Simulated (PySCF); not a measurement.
# SO3 (SMILES O=S(=O)=O): levels of theory compared

We compute a comparison of 3 runs (BLYP/6-311+G**, M06-L/6-311+G**, SCS-MP2/6-311+G**) of SO3. Input form: a Python script.

The results are computed with PySCF 2.14.0.

6 further runs of the same task are left out: 3 that didn't finish, 3 set aside as unsound or not needed.

## Step 1: The system as given

SO3: 4 atoms, total charge 0, spin state singlet. As SMILES, `O=S(=O)=O`. The shape is that of a GFN2-xTB optimisation.

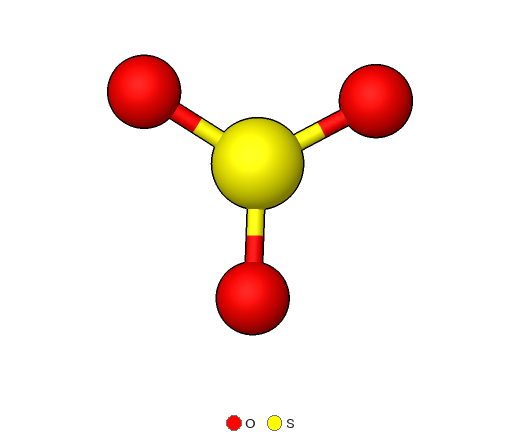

Viewed from a chosen angle; oxygen red, sulfur yellow.

## Step 2: A single-point energy at BLYP/6-311+G(d,p) (run 1)

input.py

```python
from pyscf import gto, dft

mol = gto.M(
    atom='''
O     -1.120230    -0.683760     0.536200
S      0.000050    -0.000150    -0.000380
O      1.307630    -0.327510     0.440320
O     -0.187450     1.011420    -0.976150
''',
    max_memory=1860,
    verbose=4,
    basis='6-311+g**',
)

mf = dft.RKS(mol, xc='blyp')
mf.grids.level = 5
mf.conv_tol = 1e-10
mf.kernel()
if not mf.converged:
    mf = mf.newton().run(mf.mo_coeff, mf.mo_occ)

energy = mf.e_tot
print('E = %.10f Eh' % energy)
```

Command:

```sh
OMP_NUM_THREADS=1 python input.py
```

The log of the run:

```text
PySCF version 2.14.0

[... 76 lines left out ...]
converged SCF energy = -623.836247361209
E = -623.8362473612 Eh
```

Run time: 13 s. Hardware: 1 thread of Arm Neoverse V2, shared host; peak memory 0.48 GiB.

## Step 3: The energy at M06-L/6-311+G(d,p) (run 2)

start.xyz

```xyz
4

O     -1.120230    -0.683760     0.536200
S      0.000050    -0.000150    -0.000380
O      1.307630    -0.327510     0.440320
O     -0.187450     1.011420    -0.976150
```

job.py

```python
from pyscf import gto, dft

mol = gto.Mole()
mol.atom = 'start.xyz'
mol.max_memory = 1860
mol.charge = 0
mol.verbose = 3
mol.basis = '6-311+g**'
mol.build()

ks = dft.RKS(mol, xc='m06-l')
ks.grids.level = 5
ks.conv_tol = 1e-10
ks.kernel()
if not ks.converged:
    ks = ks.newton().run(ks.mo_coeff, ks.mo_occ)

etot = ks.e_tot
print('Final energy', etot)
```

Command:

```sh
OMP_NUM_THREADS=1 python job.py
```

The log of the run:

```text
converged SCF energy = -623.826144529486
Final energy -623.8261445294861
```

Wall time 27 s (1 thread of Arm Neoverse V2, shared host); peak memory 0.53 GiB.

## Step 4: A single-point energy at SCS-MP2/6-311+G(d,p) (run 3)

job.py

```python
from pyscf import gto, scf, mp

mol = gto.M(
    atom='''
O     -2.116928    -1.292119     1.013271
S      0.000094    -0.000283    -0.000718
O      2.471063    -0.618904     0.832084
O     -0.354229     1.911307    -1.844656
''',
    spin=0,
    unit='bohr',
    max_memory=1860,
    basis='6-311+g**',
    verbose=3,
)

myscf = scf.RHF(mol)
myscf.conv_tol = 1e-10
myscf.kernel()
if not myscf.converged:
    myscf = myscf.newton().run(myscf.mo_coeff, myscf.mo_occ)

pt = mp.MP2(myscf, frozen=8).run()
e_final = myscf.e_tot + 1.2 * pt.e_corr_os + pt.e_corr_ss / 3
print(f'total energy: {e_final:.8f} hartree')
```

Command:

```sh
OMP_NUM_THREADS=1 python job.py
```

The log of the run:

```text
converged SCF energy = -622.057839664753
E(RMP2) = -622.808441940662  E_corr = -0.750602275908995
E(SCS-RMP2) = -622.775610685963  E_corr = -0.717771021209705
total energy: -622.77561069 hartree
```

Run time: 2 s. Hardware: 1 thread of Arm Neoverse V2, shared host; peak memory 0.23 GiB.

## Step 5: Overview of the runs

```csv
run,level,integration grid,frozen core orbitals,energy (Eh),dipole moment (D) of the reference,HOMO energy (eV),LUMO energy (eV),wall time
1,BLYP/6-311+G**,5,–,-623.836247,0.00,-8.22,-3.58,13 s
2,M06-L/6-311+G**,5,–,-623.826145,0.00,-8.60,-3.35,27 s
3,SCS-MP2/6-311+G**,–,8,-622.775611,0.00,-14.70,0.57,2 s
```

## Step 6: Outcome

| quantity | value |
| --- | --- |
| run 3: total energy | -622.77561 Eh |
| run 3: dipole moment (Hartree–Fock density) | 0.00 D |
| run 3: HOMO energy (Hartree–Fock orbitals) | -14.70 eV |
| run 3: LUMO energy (Hartree–Fock orbitals) | 0.57 eV |
| run 3: HOMO–LUMO gap (Hartree–Fock orbitals) | 15.26 eV |
| run 3: correlation energy (8 core orbitals frozen) | -717.8 mEh |

In words: Totals of different functionals can't be ranked against each other. All runs together took 42 s, the longest 27 s.
